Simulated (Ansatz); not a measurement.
# Amorphous Ga$_{24}$O$_{39}$Al$_{2}$

The cell was made by melting and quenching with the CHGNet potential and then relaxed with DFT. O atoms were pushed apart under 1.9 Å during the dynamics, to hinder bonds among them. The hot cell started wider than the set density and was brought back towards it in steps. It is the lowest in DFT energy of 2 quenches. It is a model cell: composition and starting density were chosen by hand, and all elements were melted together. No dispersion term was used. Cycles of charging and discharging annealed it further.

Methods: PBE, scalar-relativistic without spin-orbit coupling (Ansatz, a quantum-chemistry and plane-wave program); r2SCAN, scalar-relativistic without spin-orbit coupling (Ansatz); HSE06, scalar-relativistic without spin-orbit coupling (Ansatz). Geometry, pressure, stress and energy are those of the PBE run. Its sampling: a 2×2×2 Γ-centred mesh; Fermi-Dirac width 0.02 eV; no spin polarisation. Other functionals are single points at the zone centre (r2SCAN at 500 eV; exact exchange cut at the cell's faces), free to take moments where seeds were set. At PBE the levels at the filled edge of the gap are localised (band-tail or defect states), and the nearest spread-out levels lie 2.0 eV apart at the zone centre.

```yaml
number_of_atoms_in_the_cell: 65
Density (held, not predicted): 4.86 g/cm^3
volume_per_atom: 83.3 bohr³
Pressure on a 2×2×2 Γ-centred mesh: -0.75 GPa
Largest force and stress component on that mesh (the relaxation ran on the zone centre alone): 0.06 eV/Å and 1.0 GPa
Energy relative to beta Ga2O3 + corundum (lowest mix at this level among the phases computed, not always the ambient ones): 13.1 kJ/mol of atoms
Level gap on a 2×2×2 Γ-centred mesh (PBE): 1.65 eV
Level gap at the zone centre (PBE): 1.65 eV
Level gap at the zone centre (r2SCAN): 2.18 eV
Level gap at the zone centre (HSE06): 3.32 eV
```

Bonds are counted up to Ga-Ga 2.68 Å, Ga-O 2.40 Å, Ga-Al 2.67 Å, O-O 1.58 Å, O-Al 2.24 Å, Al-Al 2.66 Å. Two cations that share two anions don't count as bonded, nor two that share one unless they lie closer than Ga-Ga 2.61 Å, Ga-Al 2.60 Å, Al-Al 2.59 Å.

```json
{
  "Mean coordination of Ga by anions": "4.62 (10 with 4, 13 with 5, 1 with 6)",
  "Mean coordination of O": "3.08 (1 with 2, 34 with 3, 4 with 4)",
  "Mean coordination of Al by anions": "4.50 (1 with 4, 1 with 5)",
  "Mean Ga-O bond": "1.949 Å (spread 0.100 Å, 111 counted)",
  "Mean O-Al bond": "1.838 Å (spread 0.050 Å, 9 counted)"
}
```

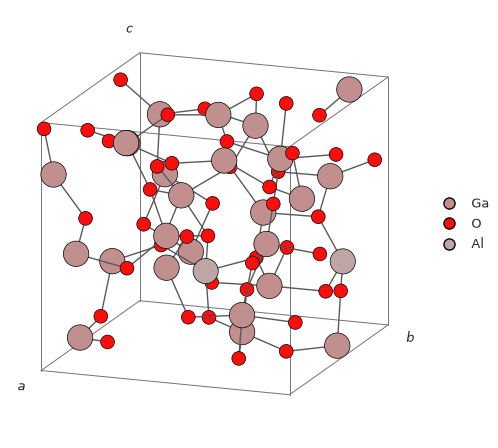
Figure: The relaxed cell

Its density started from a set value of 4.87 g/cm³. The quench (nominally 330 K/ps over its main leg) was far faster than any real one, so the model tends to hold more defects than a real film. Values belong to this one cell and scatter from quench to quench. The volume was held where the preparation left it and the shape relaxed, at a PBE pressure of -0.7 GPa (tension). Stress components on the final sampling reach 1.0 GPa. Cycles of charging lowered its energy after that relaxation.
